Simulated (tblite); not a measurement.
## Geometry relaxation of C$_{4}$H$_{11}$Si

C$_{4}$H$_{11}$Si, multiplicity 2, SMILES CC[Si](C)C, computed with GFN2-xTB geometry optimisation, gas phase (tblite 0.8.0).

It belongs to a series of runs on one base structure; here: X = H replaced by C2H5.

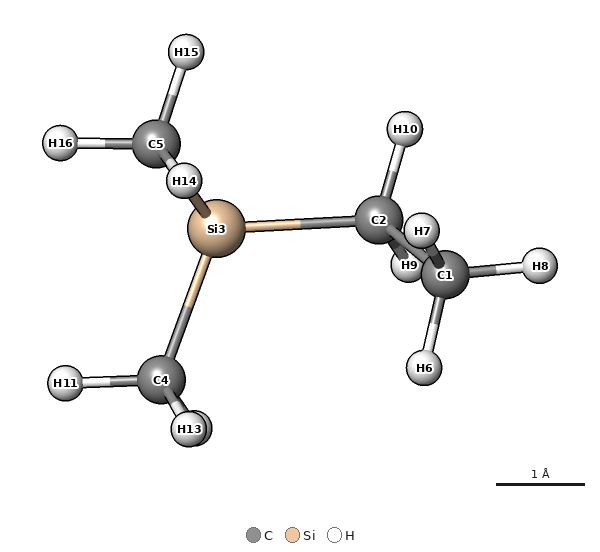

Figure 1. The input geometry (ball-and-stick view, seen at a tilt; atoms are numbered from 1 in the order of the input). Bond lengths as drawn: C–C 1.54 Å, C–H 1.08 to 1.11 Å and C–Si 1.84 to 1.86 Å.

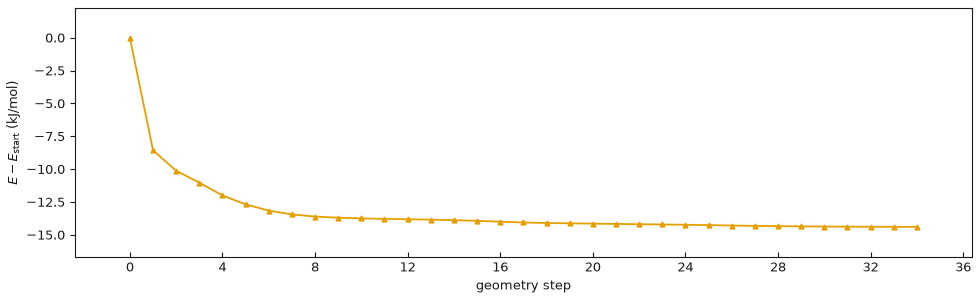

Figure 2. Progress of the relaxation, step by step (steps are counted from 0).

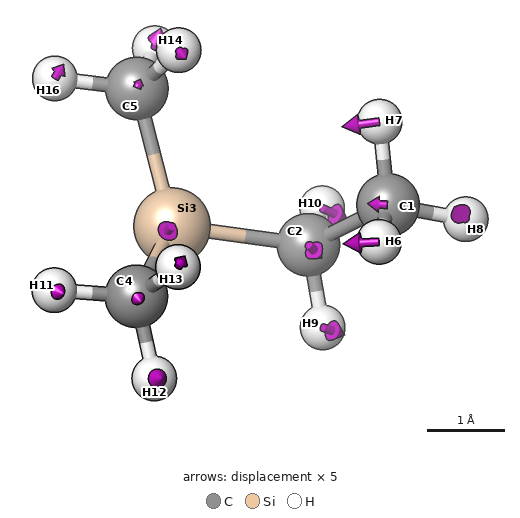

Figure 3. The starting structure with the displacements as pink arrows, magnified 5 times (ball-and-stick view, seen at a tilt). The two geometries are laid on each other by the best rigid fit. The largest moves after the best rigid fit, 0.10 Å, are those of H6 and H7. By element the largest moves are H 0.10 Å, Si 0.08 Å, C 0.08 Å. Among the contacts that change: Si3–C4 1.839 → 1.908 Å, C2–Si3 1.858 → 1.916 Å, Si3–C5 1.856 → 1.908 Å, C4–H13 1.110 → 1.089 Å. Among the angles that change: C1–C2–Si3 115.8° → 112.4°, C4–Si3–C5 111.9° → 109.3°. The energy falls by 14.4 kJ/mol in 34 geometry steps. The largest force component goes from 1.3 to 0.009 eV/Å. (Atoms are counted from 1 in the order of the input.)

The input that produced these results follows, with the program's output.

## The input
```
{"job": {"kind": "relax", "xc": "GFN2-xTB", "basis": "xTB"}, "charge": 0, "multiplicity": 2}
C      1.899600     0.078100     0.538100
C      1.188200    -0.228500    -0.787600
Si    -0.668700    -0.172500    -0.741000
C     -1.398500    -1.440500     0.372800
C     -1.310200     1.528700    -0.368500
H      1.596100    -0.626100     1.321800
H      1.652900     1.094600     0.884200
H      2.983100     0.021600     0.418300
H      1.504800    -1.235700    -1.106000
H      1.546200     0.468100    -1.535400
H     -2.493400    -1.455300     0.321900
H     -1.048600    -2.452700     0.118500
H     -1.124900    -1.258900     1.433100
H     -1.023100     1.846600     0.630200
H     -0.907900     2.271400    -1.079300
H     -2.403200     1.569900    -0.432500
```

The first line tells a small driver script what to run in tblite; the rest is the geometry in Å.

Launch command:
```bash
OMP_NUM_THREADS=1 python <driver script> task.json out
```

## What the program printed
```
step      E/eV     max force
  0    -430.36534    1.895
  1    -430.45412    0.584
  2    -430.47026    0.286
  3    -430.47961    0.217
  4    -430.48973    0.252
  5    -430.49675    0.275
  6    -430.50167    0.257
  7    -430.50468    0.163
  8    -430.50638    0.126
  9    -430.50726    0.077
 10    -430.50781    0.056
 11    -430.50820    0.044
 12    -430.50852    0.060
 13    -430.50883    0.048
 14    -430.50921    0.052
 15    -430.50976    0.080
 16    -430.51043    0.105
 17    -430.51105    0.097
 18    -430.51146    0.063
 19    -430.51172    0.037
 20    -430.51196    0.044
 21    -430.51220    0.043
 22    -430.51242    0.040
 23    -430.51262    0.043
 24    -430.51285    0.042
 25    -430.51313    0.050
 26    -430.51344    0.046
 27    -430.51373    0.053
 28    -430.51394    0.037
 29    -430.51411    0.037
 30    -430.51425    0.030
 31    -430.51437    0.035
 32    -430.51443    0.029
 33    -430.51446    0.012
 34    -430.51448    0.010
```

## Trajectory as extended XYZ (Å, eV, eV/Å), 14 of the 35 frames kept, from step=0 to step=34
```
16
Properties=species:S:1:pos:R:3:forces:R:3 step=0 energy=-430.36534
C     1.8996    0.0781    0.5381   -0.2450   0.2830   0.2230
C     1.1882   -0.2285   -0.7876    1.2040  -0.5290   0.1770
Si   -0.6687   -0.1725   -0.7410   -0.2350   0.0720  -1.1400
C    -1.3985   -1.4405    0.3728   -0.5700  -1.2940   1.2610
C    -1.3102    1.5287   -0.3685   -0.4220   1.2160  -0.2310
H     1.5961   -0.6261    1.3218    0.0970   0.1460  -0.2210
H     1.6529    1.0946    0.8842    0.0800  -0.3600  -0.1290
H     2.9831    0.0216    0.4183   -0.1240  -0.0340   0.0240
H     1.5048   -1.2357   -1.1060   -0.0040   0.3140  -0.0020
H     1.5462    0.4681   -1.5354    0.1890   0.1050  -0.1990
H    -2.4934   -1.4553    0.3219    0.3100  -0.0110   0.0480
H    -1.0486   -2.4527    0.1185   -0.1580   0.3580   0.1550
H    -1.1249   -1.2589    1.4331   -0.1630  -0.1270  -0.4770
H    -1.0231    1.8466    0.6302   -0.0290   0.0950   0.1050
H    -0.9079    2.2714   -1.0793   -0.2350  -0.2910   0.3620
H    -2.4032    1.5699   -0.4325    0.3050   0.0570   0.0420
16
Properties=species:S:1:pos:R:3:forces:R:3 step=3 energy=-430.47961
C     1.8980    0.0828    0.5432   -0.0090  -0.0140  -0.0530
C     1.2210   -0.2363   -0.7851   -0.1210   0.0060  -0.1370
Si   -0.6815   -0.1770   -0.7790   -0.0140  -0.0340  -0.0550
C    -1.4121   -1.4694    0.4001    0.0290   0.0840  -0.1470
C    -1.3202    1.5592   -0.3693    0.0310  -0.1070  -0.0100
H     1.5988   -0.6216    1.3148   -0.0200  -0.0310   0.0140
H     1.6532    1.0864    0.8802   -0.0420   0.0420  -0.0070
H     2.9772    0.0210    0.4226    0.0710   0.0040   0.0790
H     1.5142   -1.2330   -1.1095    0.2030  -0.0210  -0.0440
H     1.5599    0.4695   -1.5425    0.2130  -0.0300  -0.0310
H    -2.4916   -1.4600    0.3276   -0.1150  -0.1110   0.1090
H    -1.0536   -2.4528    0.1265   -0.0450  -0.1740   0.1100
H    -1.1299   -1.2648    1.4277   -0.0190  -0.0460   0.1090
H    -1.0255    1.8531    0.6346   -0.0290   0.0810   0.0420
H    -0.9149    2.2742   -1.0726   -0.0470   0.1970  -0.0040
H    -2.4006    1.5776   -0.4309   -0.0880   0.1560   0.0250
16
Properties=species:S:1:pos:R:3:forces:R:3 step=5 energy=-430.49675
C     1.8977    0.0828    0.5407   -0.0640  -0.0200  -0.0840
C     1.2277   -0.2376   -0.7951   -0.1220  -0.0330  -0.1120
Si   -0.6899   -0.1831   -0.8013    0.1190   0.0730   0.2370
C    -1.4160   -1.4752    0.4003    0.0250   0.0490  -0.0880
C    -1.3224    1.5652   -0.3689    0.0140  -0.0880  -0.0640
H     1.5984   -0.6217    1.3121   -0.0540  -0.0360   0.0040
H     1.6493    1.0861    0.8775   -0.0420   0.0270  -0.0200
H     2.9787    0.0212    0.4318    0.0500   0.0160   0.0360
H     1.5370   -1.2346   -1.1155    0.0990   0.0560  -0.0120
H     1.5851    0.4669   -1.5484    0.1040  -0.0540   0.0120
H    -2.5004   -1.4722    0.3400    0.0180  -0.0820   0.0670
H    -1.0600   -2.4682    0.1402   -0.0710  -0.0190   0.0850
H    -1.1341   -1.2718    1.4341   -0.0190  -0.0070  -0.0830
H    -1.0295    1.8628    0.6390   -0.0250  -0.0260  -0.0870
H    -0.9224    2.2931   -1.0699   -0.0600   0.0490   0.0790
H    -2.4068    1.5950   -0.4281    0.0290   0.0960   0.0280
16
Properties=species:S:1:pos:R:3:forces:R:3 step=8 energy=-430.50638
C     1.8935    0.0813    0.5343    0.0050   0.0020   0.0250
C     1.2285   -0.2401   -0.8067    0.1160   0.0050   0.0490
Si   -0.6854   -0.1809   -0.7948    0.0360   0.0120   0.0540
C    -1.4177   -1.4773    0.3963   -0.0170  -0.0390   0.0470
C    -1.3239    1.5653   -0.3726   -0.0200   0.0530   0.0100
H     1.5927   -0.6235    1.3081   -0.0530   0.0040  -0.0550
H     1.6430    1.0858    0.8725   -0.0390  -0.0310  -0.0470
H     2.9795    0.0230    0.4397   -0.0610   0.0120  -0.0010
H     1.5577   -1.2317   -1.1209   -0.0050  -0.0090  -0.0260
H     1.6075    0.4610   -1.5518   -0.0050  -0.0050  -0.0240
H    -2.5030   -1.4857    0.3520    0.0110  -0.0020  -0.0130
H    -1.0698   -2.4777    0.1548   -0.0080   0.0070  -0.0060
H    -1.1377   -1.2754    1.4299    0.0190   0.0360  -0.0160
H    -1.0335    1.8651    0.6338    0.0160  -0.0320   0.0010
H    -0.9314    2.3075   -1.0617    0.0080  -0.0020   0.0040
H    -2.4076    1.6123   -0.4243   -0.0040  -0.0100  -0.0020
16
Properties=species:S:1:pos:R:3:forces:R:3 step=10 energy=-430.50781
C     1.8928    0.0810    0.5343    0.0030   0.0010   0.0090
C     1.2337   -0.2404   -0.8063    0.0170  -0.0020  -0.0100
Si   -0.6814   -0.1793   -0.7884    0.0130  -0.0110  -0.0190
C    -1.4183   -1.4789    0.3975    0.0090   0.0050   0.0120
C    -1.3249    1.5671   -0.3729    0.0060   0.0060   0.0180
H     1.5882   -0.6240    1.3046   -0.0480  -0.0160  -0.0150
H     1.6394    1.0845    0.8690   -0.0420   0.0110  -0.0190
H     2.9768    0.0241    0.4409    0.0110   0.0070   0.0180
H     1.5604   -1.2315   -1.1231    0.0010  -0.0220  -0.0140
H     1.6103    0.4597   -1.5534    0.0000   0.0080  -0.0170
H    -2.5026   -1.4878    0.3529   -0.0180   0.0130  -0.0150
H    -1.0718   -2.4787    0.1566    0.0150  -0.0190  -0.0130
H    -1.1369   -1.2735    1.4282    0.0200   0.0240   0.0460
H    -1.0331    1.8632    0.6327    0.0160   0.0010   0.0450
H    -0.9322    2.3094   -1.0601    0.0200   0.0120  -0.0190
H    -2.4078    1.6142   -0.4238   -0.0230  -0.0190  -0.0050
16
Properties=species:S:1:pos:R:3:forces:R:3 step=13 energy=-430.50883
C     1.8918    0.0809    0.5343   -0.0220  -0.0030  -0.0240
C     1.2388   -0.2413   -0.8087   -0.0340  -0.0100  -0.0330
Si   -0.6778   -0.1792   -0.7869   -0.0160   0.0020  -0.0120
C    -1.4178   -1.4797    0.4002    0.0190   0.0200  -0.0020
C    -1.3248    1.5692   -0.3711    0.0200  -0.0220   0.0060
H     1.5793   -0.6261    1.3001   -0.0150   0.0030  -0.0060
H     1.6315    1.0845    0.8642   -0.0200  -0.0030  -0.0030
H     2.9763    0.0258    0.4451    0.0020   0.0060   0.0390
H     1.5635   -1.2336   -1.1265    0.0050   0.0020  -0.0020
H     1.6136    0.4594   -1.5566    0.0040  -0.0030  -0.0020
H    -2.5033   -1.4880    0.3526    0.0330   0.0190   0.0020
H    -1.0719   -2.4809    0.1576    0.0070   0.0270   0.0150
H    -1.1348   -1.2702    1.4313   -0.0090  -0.0100  -0.0050
H    -1.0316    1.8623    0.6365   -0.0090   0.0060  -0.0040
H    -0.9313    2.3120   -1.0599   -0.0020  -0.0190   0.0250
H    -2.4093    1.6139   -0.4237    0.0360  -0.0140   0.0070
16
Properties=species:S:1:pos:R:3:forces:R:3 step=16 energy=-430.51043
C     1.8852    0.0799    0.5298   -0.0310   0.0010   0.0000
C     1.2409   -0.2445   -0.8187    0.0440   0.0110   0.0330
Si   -0.6747   -0.1793   -0.7877   -0.0030  -0.0060  -0.0220
C    -1.4120   -1.4759    0.4041    0.0010   0.0030  -0.0030
C    -1.3197    1.5676   -0.3658    0.0050  -0.0060   0.0000
H     1.5602   -0.6288    1.2906    0.0250   0.0340  -0.0180
H     1.6131    1.0835    0.8550    0.0120  -0.0420  -0.0040
H     2.9742    0.0303    0.4607   -0.1050  -0.0020   0.0070
H     1.5684   -1.2371   -1.1328   -0.0050   0.0170  -0.0120
H     1.6183    0.4585   -1.5630   -0.0040  -0.0180  -0.0130
H    -2.4975   -1.4826    0.3513    0.0290   0.0170   0.0190
H    -1.0690   -2.4783    0.1616    0.0150   0.0330   0.0270
H    -1.1323   -1.2660    1.4369   -0.0120  -0.0150  -0.0370
H    -1.0301    1.8617    0.6431   -0.0090  -0.0070  -0.0270
H    -0.9285    2.3116   -1.0546    0.0050  -0.0150   0.0330
H    -2.4042    1.6084   -0.4220    0.0310  -0.0050   0.0170
16
Properties=species:S:1:pos:R:3:forces:R:3 step=18 energy=-430.51146
C     1.8783    0.0793    0.5265   -0.0270   0.0040   0.0170
C     1.2432   -0.2461   -0.8242    0.0190   0.0080   0.0110
Si   -0.6726   -0.1798   -0.7899    0.0270  -0.0100  -0.0260
C    -1.4076   -1.4723    0.4058   -0.0030   0.0010  -0.0120
C    -1.3154    1.5650   -0.3624   -0.0010  -0.0030  -0.0060
H     1.5491   -0.6287    1.2840    0.0050  -0.0010   0.0200
H     1.6015    1.0808    0.8491   -0.0020   0.0070   0.0120
H     2.9669    0.0330    0.4716   -0.0550  -0.0100  -0.0280
H     1.5711   -1.2384   -1.1376   -0.0010   0.0070  -0.0120
H     1.6210    0.4568   -1.5680    0.0020  -0.0110  -0.0160
H    -2.4917   -1.4774    0.3517   -0.0170   0.0080   0.0150
H    -1.0656   -2.4744    0.1659    0.0250  -0.0080   0.0110
H    -1.1313   -1.2641    1.4386    0.0110   0.0110  -0.0060
H    -1.0297    1.8609    0.6461    0.0110  -0.0170   0.0040
H    -0.9259    2.3102   -1.0490    0.0230   0.0130   0.0020
H    -2.3987    1.6040   -0.4197   -0.0160   0.0000   0.0130
16
Properties=species:S:1:pos:R:3:forces:R:3 step=21 energy=-430.51220
C     1.8704    0.0794    0.5263   -0.0050   0.0020   0.0040
C     1.2459   -0.2465   -0.8276   -0.0360  -0.0070  -0.0220
Si   -0.6689   -0.1811   -0.7944   -0.0230   0.0040  -0.0030
C    -1.4051   -1.4703    0.4057    0.0040  -0.0010  -0.0010
C    -1.3129    1.5633   -0.3611    0.0030  -0.0020  -0.0050
H     1.5420   -0.6291    1.2828   -0.0230  -0.0100   0.0250
H     1.5933    1.0805    0.8472   -0.0190   0.0220   0.0180
H     2.9569    0.0335    0.4751    0.0320  -0.0050  -0.0210
H     1.5737   -1.2383   -1.1421    0.0100  -0.0040   0.0060
H     1.6239    0.4545   -1.5731    0.0120   0.0060   0.0050
H    -2.4898   -1.4736    0.3540    0.0020  -0.0060   0.0000
H    -1.0609   -2.4729    0.1705    0.0020  -0.0050   0.0000
H    -1.1293   -1.2612    1.4385    0.0190   0.0290  -0.0070
H    -1.0280    1.8578    0.6482    0.0160  -0.0300   0.0020
H    -0.9220    2.3111   -1.0447    0.0040   0.0040   0.0020
H    -2.3968    1.6018   -0.4167    0.0020   0.0030  -0.0010
16
Properties=species:S:1:pos:R:3:forces:R:3 step=24 energy=-430.51285
C     1.8623    0.0796    0.5268    0.0100  -0.0030  -0.0120
C     1.2445   -0.2475   -0.8325    0.0070   0.0030   0.0250
Si   -0.6691   -0.1820   -0.7996   -0.0290  -0.0050  -0.0150
C    -1.4019   -1.4682    0.4056    0.0030   0.0000   0.0050
C    -1.3100    1.5614   -0.3604    0.0020   0.0020   0.0020
H     1.5320   -0.6299    1.2842   -0.0020   0.0290  -0.0310
H     1.5827    1.0821    0.8477    0.0030  -0.0370  -0.0080
H     2.9501    0.0333    0.4752   -0.0150   0.0060   0.0070
H     1.5767   -1.2388   -1.1453   -0.0050   0.0040   0.0180
H     1.6273    0.4531   -1.5767   -0.0050   0.0030   0.0260
H    -2.4872   -1.4706    0.3559    0.0180  -0.0210   0.0010
H    -1.0559   -2.4716    0.1745   -0.0150   0.0080   0.0020
H    -1.1241   -1.2535    1.4370    0.0130   0.0230  -0.0160
H    -1.0235    1.8497    0.6505    0.0110  -0.0260  -0.0050
H    -0.9172    2.3120   -1.0404   -0.0110  -0.0030   0.0080
H    -2.3943    1.5997   -0.4140    0.0150   0.0170  -0.0060
16
Properties=species:S:1:pos:R:3:forces:R:3 step=26 energy=-430.51344
C     1.8558    0.0797    0.5261    0.0010  -0.0030  -0.0110
C     1.2422   -0.2482   -0.8352    0.0220   0.0060   0.0280
Si   -0.6725   -0.1833   -0.8058    0.0270  -0.0160  -0.0330
C    -1.3987   -1.4662    0.4055    0.0010   0.0070  -0.0070
C    -1.3072    1.5595   -0.3600    0.0000  -0.0070   0.0010
H     1.5225   -0.6283    1.2837    0.0120   0.0120  -0.0370
H     1.5733    1.0810    0.8481    0.0160  -0.0270  -0.0230
H     2.9440    0.0335    0.4750   -0.0310   0.0100   0.0250
H     1.5790   -1.2388   -1.1459   -0.0220   0.0040   0.0170
H     1.6301    0.4524   -1.5770   -0.0240   0.0030   0.0240
H    -2.4833   -1.4704    0.3578   -0.0060  -0.0210   0.0110
H    -1.0527   -2.4700    0.1782   -0.0030  -0.0020   0.0040
H    -1.1175   -1.2434    1.4339    0.0100   0.0120  -0.0030
H    -1.0179    1.8388    0.6522    0.0080  -0.0110   0.0060
H    -0.9139    2.3127   -1.0358   -0.0030   0.0070   0.0000
H    -2.3908    1.5998   -0.4122   -0.0080   0.0250  -0.0010
16
Properties=species:S:1:pos:R:3:forces:R:3 step=29 energy=-430.51411
C     1.8483    0.0794    0.5244   -0.0020   0.0030   0.0110
C     1.2414   -0.2489   -0.8369   -0.0080  -0.0040  -0.0140
Si   -0.6734   -0.1860   -0.8161    0.0080   0.0020  -0.0040
C    -1.3950   -1.4635    0.4046   -0.0030   0.0000  -0.0110
C    -1.3040    1.5567   -0.3597   -0.0010  -0.0060  -0.0070
H     1.5122   -0.6268    1.2796    0.0010  -0.0360   0.0090
H     1.5636    1.0784    0.8458    0.0030   0.0340  -0.0110
H     2.9353    0.0351    0.4784    0.0200   0.0040   0.0220
H     1.5800   -1.2389   -1.1453   -0.0130  -0.0140   0.0020
H     1.6315    0.4523   -1.5756   -0.0140   0.0150  -0.0090
H    -2.4798   -1.4725    0.3617   -0.0080  -0.0030   0.0120
H    -1.0495   -2.4688    0.1835    0.0120  -0.0020   0.0070
H    -1.1091   -1.2308    1.4299    0.0010   0.0000  -0.0100
H    -1.0110    1.8254    0.6545    0.0000  -0.0050  -0.0050
H    -0.9105    2.3147   -1.0302    0.0080   0.0000   0.0030
H    -2.3876    1.6031   -0.4100   -0.0040   0.0120   0.0060
16
Properties=species:S:1:pos:R:3:forces:R:3 step=31 energy=-430.51437
C     1.8457    0.0795    0.5245    0.0050   0.0020   0.0100
C     1.2412   -0.2493   -0.8380   -0.0040   0.0000  -0.0050
Si   -0.6727   -0.1871   -0.8203   -0.0310   0.0080   0.0130
C    -1.3939   -1.4624    0.4035   -0.0030  -0.0080   0.0000
C    -1.3030    1.5552   -0.3601   -0.0030   0.0060  -0.0040
H     1.5089   -0.6289    1.2781    0.0000  -0.0110   0.0080
H     1.5607    1.0796    0.8435   -0.0020   0.0120  -0.0010
H     2.9331    0.0362    0.4819    0.0140   0.0000   0.0130
H     1.5788   -1.2400   -1.1448    0.0000  -0.0070  -0.0080
H     1.6303    0.4534   -1.5755   -0.0010   0.0040  -0.0150
H    -2.4792   -1.4736    0.3640    0.0060   0.0020   0.0040
H    -1.0473   -2.4684    0.1858    0.0090   0.0040   0.0030
H    -1.1061   -1.2263    1.4277   -0.0020   0.0000  -0.0160
H    -1.0085    1.8204    0.6550   -0.0030  -0.0070  -0.0120
H    -0.9086    2.3153   -1.0280    0.0070  -0.0060   0.0050
H    -2.3869    1.6054   -0.4088    0.0080   0.0010   0.0030
16
Properties=species:S:1:pos:R:3:forces:R:3 step=34 energy=-430.51448
C     1.8445    0.0796    0.5252    0.0010  -0.0010  -0.0040
C     1.2404   -0.2494   -0.8385   -0.0020   0.0020   0.0040
Si   -0.6746   -0.1872   -0.8217    0.0010  -0.0010   0.0010
C    -1.3935   -1.4624    0.4027   -0.0010  -0.0030   0.0010
C    -1.3027    1.5548   -0.3606   -0.0010   0.0030   0.0000
H     1.5075   -0.6301    1.2782    0.0020   0.0090  -0.0010
H     1.5592    1.0806    0.8428    0.0000  -0.0090   0.0020
H     2.9325    0.0366    0.4841   -0.0030   0.0000   0.0070
H     1.5779   -1.2406   -1.1450   -0.0020   0.0080  -0.0050
H     1.6294    0.4539   -1.5763   -0.0030  -0.0090  -0.0020
H    -2.4786   -1.4741    0.3654   -0.0030  -0.0040   0.0000
H    -1.0453   -2.4679    0.1871    0.0060  -0.0020  -0.0020
H    -1.1044   -1.2236    1.4254    0.0010   0.0010   0.0020
H    -1.0072    1.8169    0.6546    0.0000   0.0010   0.0030
H    -0.9068    2.3153   -1.0267    0.0070   0.0010  -0.0030
H    -2.3861    1.6066   -0.4081   -0.0040   0.0040  -0.0020
```

## Results in brief

- outcome: converged
- total energy: −430.5145 eV
- hardware: 1 CPU thread, shared host
- peak memory: 0.18 GiB
